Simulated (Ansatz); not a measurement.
**Mg2Si: carrier doping**

Start from Mg₂Si (space group Fm-3m, No. 225).

Space group Fm-3m (No. 225); a = b = c = 6.3644 Å, α = β = γ = 90.00°

```
atom  site  symmetry       x       y       z
----  ----  --------  ------  ------  ------
Si      4a      m-3m  0.0000  0.0000  0.0000
Mg      8c      -43m  0.2500  0.2500  0.2500
```
(The calculation used a cell of 3 atoms; values per cell refer to that cell.)

Carriers are added at fixed cell with a uniform background; the Fermi–Dirac width is that of 300 K.

Calculations: plane-wave PAW DFT at the PBE level (Ansatz, an electronic-structure program, 420 eV), no SOC, earlier PAW set.

Notes on the quantities. Fermi level from band edge: Fermi level relative to the doped band's edge (positive inside the band; to 0.05 eV).

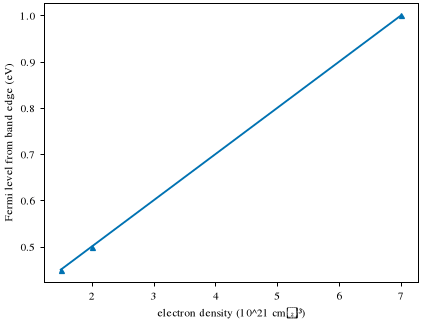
Figure: Fermi level from band edge against electron density

```json
[
 {"electron density (10^21 cm⁻³)": "1.5", "Fermi level from band edge": "+0.45 eV"},
 {"electron density (10^21 cm⁻³)": "2", "Fermi level from band edge": "+0.50 eV"},
 {"electron density (10^21 cm⁻³)": "7", "Fermi level from band edge": "+1.00 eV"}
]
```

Charged cell with a jellium background: band edges are those of the host's band count, energies are not comparable with the neutral cell, and many-body gap narrowing is missing. Stability against distortions was not tested.
